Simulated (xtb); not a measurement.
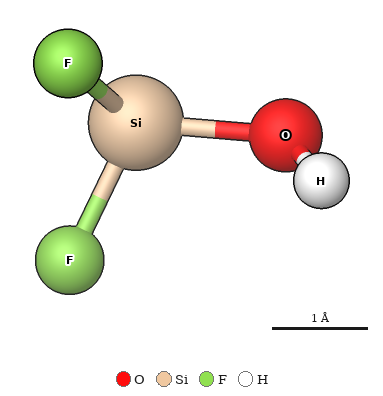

The input geometry (ball-and-stick view, seen at a tilt). Bond lengths as drawn: F–Si 1.61 Å, H–O 0.96 Å and O–Si 1.60 Å.

# Frequency calculation of SiHOF$_{2}$

- system: SiHOF$_{2}$, multiplicity 2
- method: GFN2-xTB (xtb 6.7.1 later snapshot)

The geometry was optimised with GFN2-xTB.

The input (mol.xyz):
```
5

O     -0.34382600     1.13900800     0.12644400
Si    -0.13960300    -0.37259300     0.60152200
F      1.39621700    -0.81915600     0.44717600
F     -0.83142500    -1.39437400    -0.42774200
H     -0.08146300     1.44711500    -0.74739900
```

File .CHRG:
```
0
```

File .UHF:
```
1
```

File detailed.inp:
```
$hess
   sccacc=100
$end
```

Hardware: 1 thread of Arm Neoverse V1, 24 GiB of memory available, shared host.

Launch command:
```bash
xtb mol.xyz -I detailed.inp --hess | tee out.txt
```

The program's output:
```
* xtb version 6.7.1
   ID    Z sym.   atoms
    1    8 O      1
    2   14 Si     2
    3    9 F      3, 4
    4    1 H      5

           -------------------------------------------------
          |                Calculation Setup                |
           -------------------------------------------------

          program call               : xtb mol.xyz -I detailed.inp --hess
          coordinate file            : mol.xyz
          omp threads                :                     1

           -------------------------------------------------
          |                 G F N 2 - x T B                 |
           -------------------------------------------------

      * Hamiltonian:
        H0-scaling (s, p, d)           1.850000    2.230000    2.230000
        zeta-weighting                 0.500000
      * Dispersion:
        s8                             2.700000
        a1                             0.520000
        a2                             5.000000
        s9                             5.000000
      * Repulsion:
        kExp                           1.500000    1.000000
        rExp                           1.000000
      * Coulomb:
        alpha                          2.000000
        third order                    shell-resolved
        anisotropic                    true
        a3                             3.000000
        a5                             4.000000
        cn-shift                       1.200000
        cn-exp                         4.000000
        max-rad                        5.000000

          ...................................................
          :                      SETUP                      :
          :.................................................:
          :  # basis functions                  23          :
          :  # atomic orbitals                  22          :
          :  # shells                           10          :
          :  # electrons                        25          :
          :  max. iterations                   250          :
          :  Hamiltonian                  GFN2-xTB          :
          :  restarted?                      false          :
          :  GBSA solvation                  false          :
          :  PC potential                    false          :
          :  electronic temp.          300.0000000     K    :
          :  accuracy                    1.0000000          :
          :  -> integral cutoff          0.2500000E+02      :
          :  -> integral neglect         0.1000000E-07      :
          :  -> SCF convergence          0.1000000E-05 Eh   :
          :  -> wf. convergence          0.1000000E-03 e    :
          :  Broyden damping             0.4000000          :
          :  net charge                          0          :
          :  unpaired electrons                  1          :
          ...................................................

 iter      E             dE          RMSdq      gap      omega  full diag
   1    -15.9130916 -0.159131E+02  0.685E+00    4.97       0.0  T
   2    -15.9189957 -0.590402E-02  0.381E+00    5.03       1.0  T
   3    -15.9209800 -0.198437E-02  0.771E-01    5.10       1.0  T
   4    -15.9214256 -0.445614E-03  0.430E-01    5.08       1.0  T
   5    -15.9216397 -0.214098E-03  0.143E-01    5.08       1.0  T
   6    -15.9216375  0.224072E-05  0.802E-02    5.07       1.0  T
   7    -15.9216501 -0.126434E-04  0.146E-02    5.07       3.1  T
   8    -15.9216504 -0.224083E-06  0.250E-03    5.07      17.9  T
   9    -15.9216504 -0.883490E-08  0.196E-03    5.07      22.9  T
  10    -15.9216504 -0.371772E-08  0.611E-04    5.07      73.1  T
  11    -15.9216504 -0.732724E-09  0.311E-05    5.07    1436.7  T

   *** convergence criteria satisfied after 11 iterations ***

         #    Occupation            Energy/Eh            Energy/eV
      -------------------------------------------------------------
         1        2.0000           -0.8884014             -24.1746
       ...           ...                  ...                  ...
         7        2.0000           -0.5372556             -14.6195
         8        2.0000           -0.5276650             -14.3585
         9        2.0000           -0.5197505             -14.1431
        10        2.0000           -0.5105122             -13.8917
        11        2.0000           -0.5060483             -13.7703
        12        2.0000           -0.4996205             -13.5954
        13        1.0000           -0.3440942              -9.3633 (HOMO)
        14                         -0.1576845              -4.2908 (LUMO)
        15                         -0.1514307              -4.1206
        16                         -0.0430969              -1.1727
        17                          0.0495848               1.3493
        18                          0.0498236               1.3558
       ...                                ...                  ...
        22                          0.9227860              25.1103
      -------------------------------------------------------------
                  HL-Gap            0.1864097 Eh            5.0725 eV
             Fermi-level           -0.3363734 Eh           -9.1532 eV

 SCC (total)                   0 d,  0 h,  0 min,  0.003 sec
 SCC setup                      ...        0 min,  0.000 sec (  2.100%)
 Dispersion                     ...        0 min,  0.000 sec (  0.749%)
 classical contributions        ...        0 min,  0.000 sec (  0.194%)
 integral evaluation            ...        0 min,  0.000 sec ( 13.018%)
 iterations                     ...        0 min,  0.002 sec ( 59.304%)
 molecular gradient             ...        0 min,  0.001 sec ( 19.751%)
 printout                       ...        0 min,  0.000 sec (  4.458%)

         :::::::::::::::::::::::::::::::::::::::::::::::::::::
         ::                     SUMMARY                     ::
         :::::::::::::::::::::::::::::::::::::::::::::::::::::
         :: total energy             -15.864864049608 Eh    ::
         :: gradient norm              0.000079380840 Eh/a0 ::
         :: HOMO-LUMO gap              5.072465843523 eV    ::
         ::.................................................::
         :: SCC energy               -15.921650241839 Eh    ::
         :: -> isotropic ES            0.051999882256 Eh    ::
         :: -> anisotropic ES         -0.000101229239 Eh    ::
         :: -> anisotropic XC         -0.002967282007 Eh    ::
         :: -> dispersion             -0.001916486328 Eh    ::
         :: repulsion energy           0.056786192232 Eh    ::
         :: add. restraining           0.000000000000 Eh    ::
         :: total charge               0.000000000000 e     ::
         :::::::::::::::::::::::::::::::::::::::::::::::::::::

           -------------------------------------------------
          |                Numerical Hessian                |
           -------------------------------------------------
step length          :   0.00500
SCC accuracy         : 100.00000
Hessian scale factor :   1.00000
frozen atoms in %    :   0.00000    0
RMS gradient         :   0.00008
estimated CPU  time      0.00 min

writing file <hessian>, containing the non-mass-weighted Hessian matrix in atomic units (Eₕ/Bohr²).

 projected vibrational frequencies (cm⁻¹)
eigval :       -0.00    -0.00    -0.00     0.00     0.00     0.00
eigval :      172.23   237.61   286.18   302.23   761.08   819.15
eigval :      832.63   983.29  3464.25
           -------------------------------------------------
          |                Property Printout                |
           -------------------------------------------------

    * Orbital Energies and Occupations

         #    Occupation            Energy/Eh            Energy/eV
      -------------------------------------------------------------
         1        2.0000           -0.8884014             -24.1746
         2        2.0000           -0.8128375             -22.1184
         3        2.0000           -0.7306582             -19.8822
         4        2.0000           -0.6483038             -17.6412
         5        2.0000           -0.5795097             -15.7693
         6        2.0000           -0.5419875             -14.7482
         7        2.0000           -0.5372556             -14.6195
         8        2.0000           -0.5276650             -14.3585
         9        2.0000           -0.5197506             -14.1431
        10        2.0000           -0.5105123             -13.8917
        11        2.0000           -0.5060482             -13.7703
        12        2.0000           -0.4996203             -13.5954
        13        1.0000           -0.3440943              -9.3633 (HOMO)
        14                         -0.1576846              -4.2908 (LUMO)
        15                         -0.1514307              -4.1206
        16                         -0.0430969              -1.1727
        17                          0.0495848               1.3493
        18                          0.0498235               1.3558
        19                          0.1345031               3.6600
        20                          0.4488884              12.2149
        21                          0.8809302              23.9713
        22                          0.9227859              25.1103
      -------------------------------------------------------------
                  HL-Gap            0.1864097 Eh            5.0725 eV
             Fermi-level           -0.3363734 Eh           -9.1532 eV

     #   Z          covCN         q      C6AA      α(0)
     1   8          1.575    -0.430    21.480     6.254
     2  14          2.184     0.596   174.408    28.234
     3   9          0.705    -0.245    11.727     4.043
     4   9          0.705    -0.245    11.727     4.044
     5   1          0.809     0.325     0.651     1.267

 Mol. C6AA /au·bohr⁶  :        609.943429
 Mol. C8AA /au·bohr⁸  :      25363.560989
 Mol. α(0) /au        :         43.841955

Wiberg/Mayer (AO) data.
largest (>0.10) Wiberg bond orders for each atom

 ---------------------------------------------------------------------------
     #   Z sym  total        # sym  WBO       # sym  WBO       # sym  WBO
 ---------------------------------------------------------------------------
     1   8      2.219 --     2      1.251     5      0.853
     2  14      3.490 --     1      1.251     3      1.101     4      1.101
     3   9      1.211 --     2      1.101
     4   9      1.211 --     2      1.101
     5   1      0.894 --     1      0.853
 ---------------------------------------------------------------------------

Topologies differ in total number of bonds
Writing topology from bond orders to xtbtopo.mol

molecular dipole:
                 x           y           z       tot (Debye)
 q only:       -0.190       0.570       0.107
   full:       -0.109       0.625      -0.135       1.650
molecular quadrupole (traceless):
                xx          xy          yy          xz          yz          zz
 q only:       -2.195       0.841      -0.865      -1.351      -3.230       3.061
  q+dip:       -2.548       1.043      -0.960      -1.487      -3.917       3.508
   full:       -2.570       1.193      -0.930      -1.367      -4.275       3.500

           -------------------------------------------------
          |               Frequency Printout                |
           -------------------------------------------------
 projected vibrational frequencies (cm⁻¹)
eigval :       -0.00    -0.00    -0.00     0.00     0.00     0.00
eigval :      172.23   237.61   286.18   302.23   761.08   819.15
eigval :      832.63   983.29  3464.25
 reduced masses (amu)
    1:     17.64    2:     16.31    3:     10.82    4:     18.72    5:     15.97    6:      8.54
    7:      1.69    8:     14.81    9:      2.49   10:      7.44   11:      3.08   12:      1.84
   13:     20.19   14:     11.08   15:      1.06
 IR intensities (km·mol⁻¹)
    1:      0.57    2:      0.19    3:      0.53    4:      0.37    5:      0.11    6:      1.15
Molecule has the following symmetry elements: (sigma)
It seems to be the Cs point group
    7:     30.20    8:     31.48    9:    155.88   10:     75.54   11:      7.17   12:    267.50
   13:    290.16   14:    239.24   15:      8.08
 Raman intensities (Ä⁴*amu⁻¹)
    1:      0.00    2:      0.00    3:      0.00    4:      0.00    5:      0.00    6:      0.00
    7:      0.00    8:      0.00    9:      0.00   10:      0.00   11:      0.00   12:      0.00
   13:      0.00   14:      0.00   15:      0.00
 output can be read by thermo (or use thermo option).
 writing <g98.out> molden fake output.
 recommended (thermochemical) frequency scaling factor: 1.0
           -------------------------------------------------
          |             Thermodynamic Functions             |
           -------------------------------------------------

cs  symmetry found (for desy threshold:  0.10E+00) used in thermo

          ...................................................
          :                      SETUP                      :
          :.................................................:
          :  # frequencies                           9      :
          :  # imaginary freq.                       0      :
          :  linear?                             false      :
          :  only rotor calc.                    false      :
          :  symmetry                               cs      :
          :  rotational number                       1      :
          :  scaling factor                  1.0000000      :
          :  rotor cutoff                   50.0000000 cm⁻¹ :
          :  imag. cutoff                  -20.0000000 cm⁻¹ :
          :.................................................:

    mode    ω/cm⁻¹     T·S(HO)/kcal·mol⁻¹    T·S(FR)/kcal·mol⁻¹   T·S(vib)
   ------------------------------------------------------------------------
       1    172.23    -0.71884 ( 99.29%)    -0.68982 (  0.71%)    -0.71863
       2    237.61    -0.54284 ( 99.80%)    -0.59458 (  0.20%)    -0.54294
       3    286.18    -0.44617 ( 99.91%)    -0.53953 (  0.09%)    -0.44626
   ------------------------------------------------------------------------

   temp. (K)  partition function   enthalpy   heat capacity  entropy
                                   cal/mol     cal/K/mol   cal/K/mol   J/K/mol
 298.15  VIB   4.86                 1403.749      9.351      7.849
         ROT  0.582E+05              888.727      2.981     24.784
         INT  0.283E+06             2292.476     12.332     32.633
         TR   0.232E+26             1481.212      4.968     39.166
         TOT                        3773.6886    17.2995    71.7989   300.4067

       T/K    H(0)-H(T)+PV         H(T)/Eh          T*S/Eh         G(T)/Eh
   ------------------------------------------------------------------------
    298.15    0.601376E-02    0.239171E-01    0.341140E-01   -0.101969E-01
   ------------------------------------------------------------------------

         :::::::::::::::::::::::::::::::::::::::::::::::::::::
         ::                  THERMODYNAMIC                  ::
         :::::::::::::::::::::::::::::::::::::::::::::::::::::
         :: total free energy         -15.875060947686 Eh   ::
         ::.................................................::
         :: total energy              -15.864864049608 Eh   ::
         :: zero point energy           0.017903328457 Eh   ::
         :: G(RRHO) w/o ZPVE           -0.028100226535 Eh   ::
         :: G(RRHO) contrib.           -0.010196898078 Eh   ::
         :::::::::::::::::::::::::::::::::::::::::::::::::::::

           -------------------------------------------------
          | TOTAL ENERGY              -15.864864049608 Eh   |
          | TOTAL ENTHALPY            -15.840946965611 Eh   |
          | TOTAL FREE ENERGY         -15.875060947686 Eh   |
          | GRADIENT NORM               0.000079325557 Eh/α |
          | HOMO-LUMO GAP               5.072465812384 eV   |
           -------------------------------------------------

------------------------------------------------------------------------
------------------------------------------------------------------------
 total:
 *  cpu-time:     0 d,  0 h,  0 min,  0.051 sec
 * ratio c/w:     1.000 speedup
 SCF:
 *  cpu-time:     0 d,  0 h,  0 min,  0.003 sec
 * ratio c/w:     1.000 speedup
 analytical hessian:
 *  cpu-time:     0 d,  0 h,  0 min,  0.041 sec
 * ratio c/w:     1.000 speedup
```

File vibspectrum:
```
$vibrational spectrum
#  mode     symmetry     wave number   IR intensity    selection rules
#                         cm**(-1)      (km*mol⁻¹)        IR
     1                      -0.00         0.00000          -
     2                      -0.00         0.00000          -
     3                      -0.00         0.00000          -
     4                       0.00         0.00000          -
     5                       0.00         0.00000          -
     6                       0.00         0.00000          -
     7        a            172.23        30.20245         YES
     8        a            237.61        31.48058         YES
     9        a            286.18       155.87959         YES
    10        a            302.23        75.53872         YES
    11        a            761.08         7.16984         YES
    12        a            819.15       267.49629         YES
    13        a            832.63       290.15545         YES
    14        a            983.29       239.23616         YES
    15        a           3464.25         8.08462         YES
$end
```

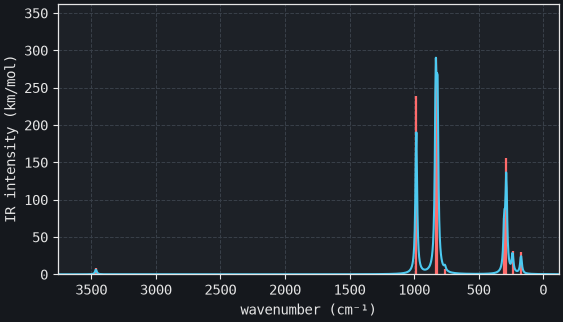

Harmonic infrared spectrum, unscaled: sticks (degenerate modes added up, dark ones marked on the axis) with a Lorentzian envelope of 16 cm⁻¹ full width, scaled to the tallest stick. 9 modes from 172 to 3464 cm⁻¹, none imaginary. The strongest line is at 833 cm⁻¹ (290 km/mol). All modes, in cm⁻¹ (km/mol): 172 (30), 238 (31), 286 (156), 302 (76), 761 (7.2), 819 (267), 833 (290), 983 (239), 3464 (8.1).

Results in brief:

```tsv
quantity	value
outcome	converged
electrons treated	25
total energy	−15.864864 hartree
dispersion energy	−0.001916 hartree
basis functions	23
zero-point energy	0.017903 hartree
dipole moment	1.65 D
wavenumbers, lowest and highest	172 and 3464 cm⁻¹
peak memory	0.072 GiB
```

Settings chosen away from the usual ones: method = gfn2-xtb; task = frequencies; x = {"hess_scc_accuracy": 100}; geo = {"prev": "A"}. These settings are looser than, or depart from, a standard set-up, so the numbers are not reference values for this system. The record of the run, not the program, notes: no spin polarisation: high-spin states lie too high.
